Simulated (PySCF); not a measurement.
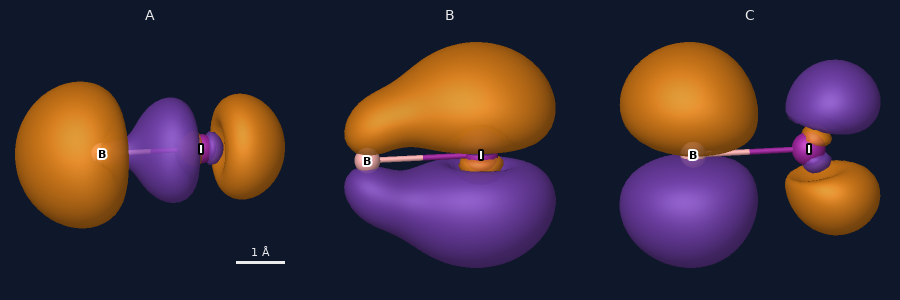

Figure 1: BI. Three frontier orbitals, each drawn at the value that holds 80 % of its norm (orange and purple are the two phases), in no order; of a degenerate pair one member is drawn.

Core potentials replace the inner electrons of I.

The calculation used PBE0/def2-SVPD, non-relativistic Hamiltonian with scalar-relativistic core potentials where named, at a bond length of 2.140 Å in PySCF.

> Name the orbitals and rank them from lowest to highest energy.

Orbital B: π, occupied, −8.79 eV; mainly on I (90 %).
Orbital A: σ, occupied, −7.25 eV; mainly on B (75 %).
Orbital C: π, empty, −2.44 eV; mainly on B (75 %).
